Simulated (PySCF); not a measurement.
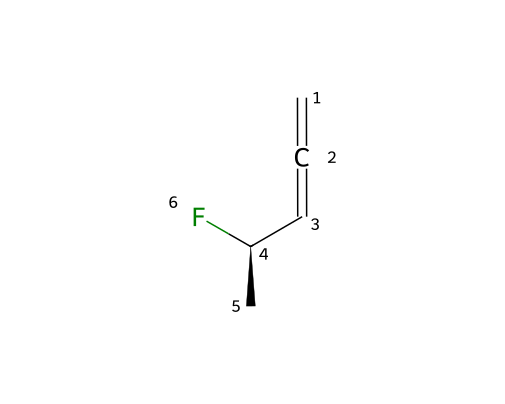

A structural formula, with wedges where it has stereocentres; small numbers name the atoms. The configuration is that of a computed structure (PBE0-D3(BJ)/def2-SVP).

Assign CIP descriptors.

C4: R.

Write the isomeric SMILES.

C=C=C[C@@H](C)F
